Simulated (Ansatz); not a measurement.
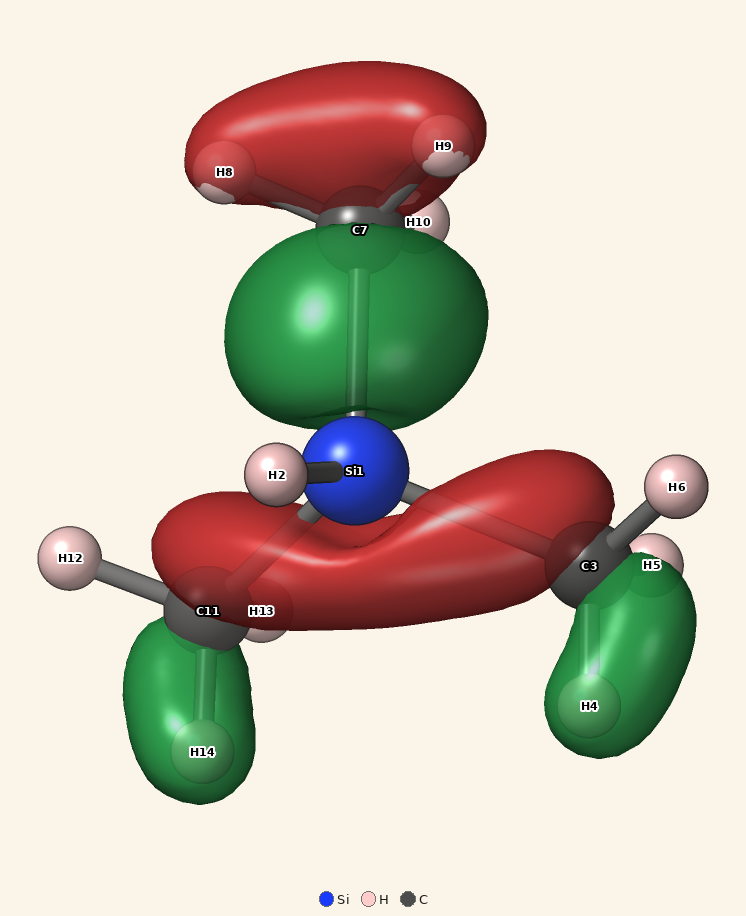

Figure. C3H10Si. The HOMO at ±0.15 Å⁻³ᐟ² (green and red are the two phases), seen at a tilt.

All numbers below come from Ansatz 0.2.0, RKS PBE0-D4/def2-SVP.

```yaml
atoms:
  - { symbol: Si, position_ang: [0.0090, -0.0513, -0.0188] }
  - { symbol: H, position_ang: [0.0339, -0.2075, 1.4744] }
  - { symbol: C, position_ang: [1.7816, 0.0466, -0.6456] }
  - { symbol: H, position_ang: [2.3452, -0.8645, -0.3900] }
  - { symbol: H, position_ang: [1.8041, 0.1609, -1.7414] }
  - { symbol: H, position_ang: [2.3126, 0.9054, -0.2058] }
  - { symbol: C, position_ang: [-0.9201, 1.5296, -0.4449] }
  - { symbol: H, position_ang: [-1.9570, 1.4935, -0.0754] }
  - { symbol: H, position_ang: [-0.4338, 2.4107, 0.0024] }
  - { symbol: H, position_ang: [-0.9558, 1.6812, -1.5358] }
  - { symbol: C, position_ang: [-0.8652, -1.5416, -0.7665] }
  - { symbol: H, position_ang: [-1.8985, -1.6250, -0.3946] }
  - { symbol: H, position_ang: [-0.9073, -1.4611, -1.8648] }
  - { symbol: H, position_ang: [-0.3408, -2.4773, -0.5166] }
```

What is the character of this orbital?

Its weight (Hirshfeld) is mainly on C7 (about 35 %), Si1 (about 25 %), C3 (about 10 %) and C11 (about 10 %). It is one of a degenerate set, so its orientation is arbitrary. Its energy is −8.52 eV.
